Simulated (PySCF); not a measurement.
```xyz
16

O     1.1752   -0.8686   -1.5719
C     1.0791   -1.4117   -0.5028
C     0.0651   -1.1040    0.5558
C    -1.2779   -0.5114    0.1459
C    -1.2121    0.7614   -0.6877
S    -0.5530    2.1684    0.2644
C     1.1011    1.4889    0.5180
S     1.0997    0.0242    1.5916
H     1.8363   -2.1400   -0.1585
H    -0.0906   -1.9723    1.1984
H    -1.8551   -0.3132    1.0533
H    -1.8065   -1.2733   -0.4349
H    -0.5919    0.6328   -1.5738
H    -2.2153    1.0621   -0.9859
H     1.7025    2.2390    1.0234
H     1.5358    1.2267   -0.4466
```

Geometry: GFN2-xTB.

Computed with PySCF, PBE0/def2-SVPD, SCF density, gas phase.

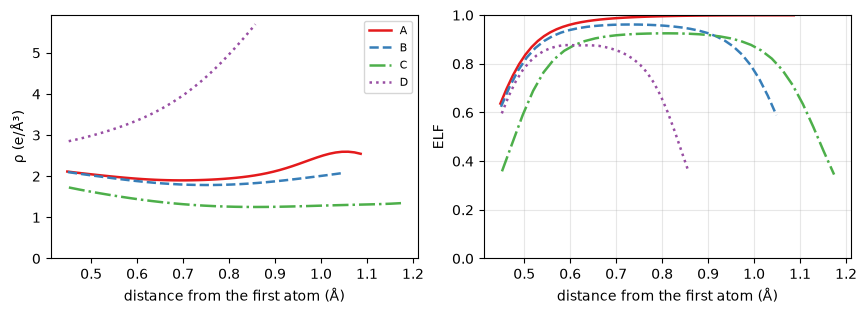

C$_{5}$H$_{8}$OS$_{2}$. Electron density and electron localisation function along straight lines between neighbouring atoms. The curves leave out the atomic cores.

**Which curve belongs to which contact (C–C, C–H, C–O and C–S)? The first atom named is at distance zero.**

Curve A: C–H (1.09 Å): ρ is about 2 e/Å³ halfway; the ELF climbs to about 1 towards the hydrogen, as it does in any bond to H: an ordinary covalent bond to hydrogen. Curve B: C–C (1.50 Å): ρ is about 1.8 e/Å³ halfway; the ELF peaks at about 0.95 between the atoms (a shared electron pair). Curve C: C–S (1.81 Å): ρ at the midpoint is about 1.3 e/Å³; the ELF peaks at about 0.95 between the atoms (a shared electron pair). Curve D: C–O (1.20 Å): ρ is about 3.4 e/Å³ halfway; the ELF peaks at about 0.90 between the atoms: a multiple bond.
